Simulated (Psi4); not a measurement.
# Run report: C2, frequency calculation (part 1 of 4)

- system: C2, SMILES [C]#[C]
- method: B3LYP/aug-cc-pVDZ, RKS (Psi4 1.11)

The geometry was optimised with B3LYP/aug-cc-pVDZ.

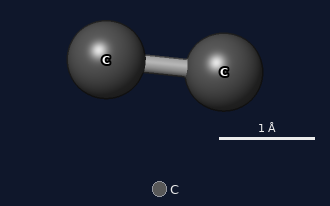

*The input geometry (ball-and-stick view, seen at a tilt).*

Bond lengths as drawn: C–C 1.26 Å.

### Input (job.inp)
```
memory 1600 mb

molecule {
  0 1
  C      0.000000     0.000000    -0.049805
  C      0.000000     0.000000     1.210565
  units angstrom
  symmetry c1
}

set {
  puream true
  scf_type pk
  dft_radial_points 25
  dft_spherical_points 50
  rotational_symmetry_number 2
}

E, wfn = frequencies('b3lyp/aug-cc-pVDZ', return_wfn=True)
```

Run on 1 thread of Intel Xeon @ 2.70GHz, 189 GiB of memory available, shared host.

Run as:
```bash
psi4 -i job.inp -o job.out -n 1
```

### Log
```
Psi4 1.11 release

         ----------------------------------------------------------
                                   FINDIF
         ----------------------------------------------------------

  Using finite-differences of gradients to determine vibrational frequencies and
  normal modes. Resulting frequencies are only valid at stationary points.
    Generating geometries for use with 3-point formula.
    Displacement size will be 5.00e-03.
    Number of atoms is 2.
    Number of irreps is 1.
    Number of SALCs is 3.
    Translations projected? 1. Rotations projected? 0.
    Index of SALCs per irrep:
      1 :  0  1  2
    Number of SALCs per irrep:
      Irrep 1: 3
    Number of geometries (including reference) is 7.
    Number of displacements per irrep:
      Irrep 1: 6
 7 displacements needed ...

  //>>>>>>>>>>>>>>>>>>>>>>>>>>>>>>>>>>>//
  //    FiniteDifference Computations  //
  //<<<<<<<<<<<<<<<<<<<<<<<<<<<<<<<<<<<//

    -----------------------------------------------------------------------
                               Psi4 1.11 release

    h
    h
    h

    -----------------------------------------------------------------------

gradient() will perform analytic gradient computation.

   => Loading Basis Set <=

    Name: AUG-CC-PVDZ
    Role: ORBITAL
    Keyword: BASIS

         ---------------------------------------------------------
                                   SCF
                              RKS Reference
                        1 Threads,   1525 MiB Core
         ---------------------------------------------------------

  ==> Geometry <==

    Molecular point group: c1
    Full point group: D_inf_h

    Geometry (in Bohr), charge = 0, multiplicity = 1:

       Center              X                  Y                   Z               Mass
    ------------   -----------------  -----------------  -----------------  -----------------
         C            0.000000000000     0.000000000000    -1.190877058372    12.000000000000
         C            0.000000000000     0.000000000000     1.190877058372    12.000000000000

  Running in c1 symmetry.

  Rotational constants: A = ************  B =      1.76868  C =      1.76868 [cm^-1]
  Rotational constants: A = ************  B =  53023.67616  C =  53023.67616 [MHz]
  Nuclear repulsion =   15.114910370859354

  Charge       = 0
  Multiplicity = 1
  Electrons    = 12
  Nalpha       = 6
  Nbeta        = 6

  ==> Algorithm <==

  SCF Algorithm Type is PK.
  DIIS enabled.
  MOM disabled.
  Fractional occupation disabled.
  Guess Type is SAD.
  Energy threshold   = 1.00e-08
  Density threshold  = 1.00e-08
  Integral threshold = 1.00e-12

  ==> Primary Basis <==

  Basis Set: AUG-CC-PVDZ
    Blend: AUG-CC-PVDZ
    Number of shells: 18
    Number of basis functions: 46
    Number of Cartesian functions: 50
    Spherical Harmonics?: true
    Max angular momentum: 2

  ==> DFT Potential <==

   => LibXC <=

    Version 7.1.2

   => Composite Functional: B3LYP <=

    B3LYP Hyb-GGA Exchange-Correlation Functional

    Deriv               =              1
    GGA                 =           TRUE
    Meta                =          FALSE

    Exchange Hybrid     =           TRUE
    MP2 Hybrid          =          FALSE

   => Exchange Functionals <=

    0.0800   Slater exchange
    0.7200         Becke 88

   => Exact (HF) Exchange <=

    0.2000               HF

   => Correlation Functionals <=

    0.1900   Vosko, Wilk & Nusair (VWN5_RPA)
    0.8100   Lee, Yang & Parr

   => LibXC Density Thresholds  <==

    XC_HYB_GGA_XC_B3LYP:  1.00E-15

   => Molecular Quadrature <=

    Radial Scheme          =       TREUTLER
    Pruning Scheme         =           NONE
    Nuclear Scheme         =       TREUTLER

    Blocking Scheme        =         OCTREE
    BS radius alpha        =              1
    Pruning alpha          =              1
    Radial Points          =             25
    Spherical Points       =             50
    Total Points           =           2480
    Total Blocks           =             30
    Max Points             =            197
    Max Functions          =             46
    Weights Tolerance      =       1.00E-15

  ==> Integral Setup <==

  Using in-core PK algorithm.
   Calculation information:
      Number of atoms:                   2
      Number of AO shells:              18
      Number of primitives:             50
      Number of atomic orbitals:        50
      Number of basis functions:        46

      Integral cutoff                 1.00e-12
      Number of threads:                 1

  Performing in-core PK
  Using 1169642 doubles for integral storage.
  We computed 14706 shell quartets total.
  Whereas there are 14706 unique shell quartets.

  ==> DiskJK: Disk-Based J/K Matrices <==

    J tasked:                  Yes
    K tasked:                  Yes
    wK tasked:                  No
    Memory [MiB]:             1140
    Schwarz Cutoff:          1E-12

  Cached 100.0% of DFT collocation blocks in 0.003 [GiB].

  Minimum eigenvalue in the overlap matrix is 1.9389158118E-04.
  Reciprocal condition number of the overlap matrix is 4.5320951855E-05.
    Using symmetric orthogonalization.

  ==> Pre-Iterations <==

  SCF Guess: Superposition of Atomic Densities via on-the-fly atomic UHF (no occupation information).

   -------------------------
    Irrep   Nso     Nmo
   -------------------------
     A         46      46
   -------------------------
    Total      46      46
   -------------------------

  ==> Iterations <==

                        Total Energy        Delta E     RMS |[F,P]|

   @RKS iter SAD:   -75.33269537125746   -7.53327e+01   0.00000e+00
   @RKS iter   1:   -75.79478897421714   -4.62094e-01   8.19030e-03 DIIS/ADIIS
   @RKS iter   2:   -75.81773657958276   -2.29476e-02   7.30077e-03 DIIS/ADIIS
   @RKS iter   3:   -75.89199260816380   -7.42560e-02   1.81732e-04 DIIS/ADIIS
   @RKS iter   4:   -75.89204587033437   -5.32622e-05   2.14154e-05 DIIS
   @RKS iter   5:   -75.89204648391217   -6.13578e-07   1.32091e-06 DIIS
   @RKS iter   6:   -75.89204648674513   -2.83296e-09   8.51818e-08 DIIS
   @RKS iter   7:   -75.89204648675995   -1.48219e-11   4.98310e-09 DIIS
  Energy and wave function converged.

  ==> Post-Iterations <==

   Electrons on quadrature grid:
      Ntotal   =   12.0010700407 ; deviation = 1.070e-03

    Orbital Energies [Eh]
    ---------------------

    Doubly Occupied:

       1A    -10.305782     2A    -10.304442     3A     -0.794013
       4A     -0.416904     5A     -0.330996     6A     -0.330996

    Virtual:

       7A     -0.267853     8A     -0.012848     9A     -0.012848
      10A      0.033965    11A      0.043574    12A      0.059183
      13A      0.059183    14A      0.089222    15A      0.113101
      16A      0.113101    17A      0.182287    18A      0.291316
      19A      0.291431    20A      0.362783    21A      0.365473
      22A      0.414156    23A      0.414156    24A      0.460510
      25A      0.464371    26A      0.496007    27A      0.496007
      28A      0.568585    29A      0.588385    30A      0.588385
      31A      0.632218    32A      0.769505    33A      0.832754
      34A      0.832754    35A      1.134037    36A      1.295327
      37A      1.303554    38A      1.311863    39A      1.311863
      40A      1.580790    41A      1.590899    42A      1.852372
      43A      1.872928    44A      1.872928    45A      1.971324
      46A      2.084193

    Final Occupation by Irrep:
              A
    DOCC [     6 ]
    NA   [     6 ]
    NB   [     6 ]

  @RKS Final Energy:   -75.89204648675995

   => Energetics <=

    Nuclear Repulsion Energy =             15.1149103708593540
    One-Electron Energy =                -130.8929997392976929
    Two-Electron Energy =                  48.4202256096564554
    DFT Exchange-Correlation Energy =      -8.5341827279780471
    Empirical Dispersion Energy =           0.0000000000000000
    VV10 Nonlocal Energy =                  0.0000000000000000
    Total Energy =                        -75.8920464867599378

Computation Completed

Properties will be evaluated at   0.000000,   0.000000,   0.000000 [a0]

Properties computed using the SCF density matrix

 Multipole Moments:

 ------------------------------------------------------------------------------------
     Multipole            Electronic (a.u.)      Nuclear  (a.u.)        Total (a.u.)
 ------------------------------------------------------------------------------------

 L = 1.  Multiply by 2.5417464519 to convert [e a0] to [Debye]
 Dipole X            :          0.0000000            0.0000000            0.0000000
 Dipole Y            :         -0.0000000            0.0000000           -0.0000000
 Dipole Z            :         -0.0000000            0.0000000           -0.0000000
 Magnitude           :                                                    0.0000000

 ------------------------------------------------------------------------------------

	total time  =          0 seconds =       0.00 minutes

         ------------------------------------------------------------
                                   SCF GRAD
         ------------------------------------------------------------

  ==> Geometry <==

    Molecular point group: c1
    Full point group: D_inf_h

    Geometry (in Bohr), charge = 0, multiplicity = 1:

       Center              X                  Y                   Z               Mass
    ------------   -----------------  -----------------  -----------------  -----------------
         C            0.000000000000     0.000000000000    -1.190877058372    12.000000000000
         C            0.000000000000     0.000000000000     1.190877058372    12.000000000000

  Nuclear repulsion =   15.114910370859354

  ==> Basis Set <==

  Basis Set: AUG-CC-PVDZ
    Blend: AUG-CC-PVDZ
    Number of shells: 18
    Number of basis functions: 46
    Number of Cartesian functions: 50
    Spherical Harmonics?: true
    Max angular momentum: 2

  ==> DirectJKGrad: Integral-Direct SCF Gradients <==

    Gradient:                    1
    J tasked:                  Yes
    K tasked:                  Yes
    wK tasked:                  No
    Integrals threads:           1
    Schwarz Cutoff:          1E-12

   => Molecular Quadrature <=

    Radial Scheme          =       TREUTLER
    Pruning Scheme         =           NONE
    Nuclear Scheme         =       TREUTLER

    Blocking Scheme        =         OCTREE
    BS radius alpha        =              1
    Pruning alpha          =              1
    Radial Points          =             25
    Spherical Points       =             50
    Total Points           =           2480
    Total Blocks           =             30
    Max Points             =            197
    Max Functions          =             46
    Weights Tolerance      =       1.00E-15

  -Total Gradient:
     Atom            X                  Y                   Z
    ------   -----------------  -----------------  -----------------
       1        0.000000000000    -0.000000000000     0.000006293718
       2        0.000000000000    -0.000000000000    -0.000006293730

	total time  =          1 seconds =       0.02 minutes

    Psi4 run time: 0:00:01.45

    -----------------------------------------------------------------------
                               Psi4 1.11 release

    h
    h
    h

    -----------------------------------------------------------------------

gradient() will perform analytic gradient computation.

  ==> Geometry <==

    Molecular point group: c1
    Full point group: D_inf_h

    Geometry (in Bohr), charge = 0, multiplicity = 1:

       Center              X                  Y                   Z               Mass
    ------------   -----------------  -----------------  -----------------  -----------------
         C           -0.001020620726     0.000000000000    -1.190877058372    12.000000000000
         C            0.001020620726     0.000000000000     1.190877058372    12.000000000000

  Running in c1 symmetry.

  Rotational constants: A = ************  B =      1.76868  C =      1.76868 [cm^-1]
  Rotational constants: A = ************  B =  53023.63721  C =  53023.63721 [MHz]
  Nuclear repulsion =   15.114904819871839

  Charge       = 0
  Multiplicity = 1
  Electrons    = 12
  Nalpha       = 6
  Nbeta        = 6

   => Molecular Quadrature <=

    Radial Scheme          =       TREUTLER
    Pruning Scheme         =           NONE
    Nuclear Scheme         =       TREUTLER

    Blocking Scheme        =         OCTREE
    BS radius alpha        =              1
    Pruning alpha          =              1
    Radial Points          =             25
    Spherical Points       =             50
    Total Points           =           2480
    Total Blocks           =             34
    Max Points             =            216
    Max Functions          =             46
    Weights Tolerance      =       1.00E-15

  ==> DiskJK: Disk-Based J/K Matrices <==

    J tasked:                  Yes
    K tasked:                  Yes
    wK tasked:                  No
    Memory [MiB]:             1140
    Schwarz Cutoff:          1E-12

  Cached 100.0% of DFT collocation blocks in 0.003 [GiB].

  Minimum eigenvalue in the overlap matrix is 1.9389184644E-04.
  Reciprocal condition number of the overlap matrix is 4.5321015688E-05.
    Using symmetric orthogonalization.

  ==> Iterations <==

                        Total Energy        Delta E     RMS |[F,P]|

   @RKS iter SAD:   -75.33269503390538   -7.53327e+01   0.00000e+00
   @RKS iter   1:   -75.79478908594915   -4.62094e-01   8.19029e-03 DIIS/ADIIS
   @RKS iter   2:   -75.81773667761713   -2.29476e-02   7.30076e-03 DIIS/ADIIS
   @RKS iter   3:   -75.89199261130602   -7.42559e-02   1.81731e-04 DIIS/ADIIS
   @RKS iter   4:   -75.89204587324365   -5.32619e-05   2.14154e-05 DIIS
   @RKS iter   5:   -75.89204648682134   -6.13578e-07   1.32091e-06 DIIS
   @RKS iter   6:   -75.89204648965418   -2.83283e-09   8.51813e-08 DIIS
   @RKS iter   7:   -75.89204648966918   -1.50067e-11   4.98351e-09 DIIS
  Energy and wave function converged.

  ==> Post-Iterations <==

   Electrons on quadrature grid:
      Ntotal   =   12.0010700419 ; deviation = 1.070e-03

    Final Occupation by Irrep:
              A
    DOCC [     6 ]
    NA   [     6 ]
    NB   [     6 ]

  @RKS Final Energy:   -75.89204648966918

   => Energetics <=

    Nuclear Repulsion Energy =             15.1149048198718390
    One-Electron Energy =                -130.8929887649398154
    Two-Electron Energy =                  48.4202198804548374
    DFT Exchange-Correlation Energy =      -8.5341824250560236
    Empirical Dispersion Energy =           0.0000000000000000
    VV10 Nonlocal Energy =                  0.0000000000000000
    Total Energy =                        -75.8920464896691556

Computation Completed

Properties will be evaluated at   0.000000,   0.000000,   0.000000 [a0]

Properties computed using the SCF density matrix

 Multipole Moments:

 ------------------------------------------------------------------------------------
     Multipole            Electronic (a.u.)      Nuclear  (a.u.)        Total (a.u.)
 ------------------------------------------------------------------------------------

 L = 1.  Multiply by 2.5417464519 to convert [e a0] to [Debye]
 Dipole X            :         -0.0000000            0.0000000           -0.0000000
 Dipole Y            :          0.0000000            0.0000000            0.0000000
 Dipole Z            :         -0.0000001            0.0000000           -0.0000001
 Magnitude           :                                                    0.0000001

 ------------------------------------------------------------------------------------

	total time  =          0 seconds =       0.00 minutes

         ------------------------------------------------------------
                                   SCF GRAD
         ------------------------------------------------------------

  ==> Geometry <==
```
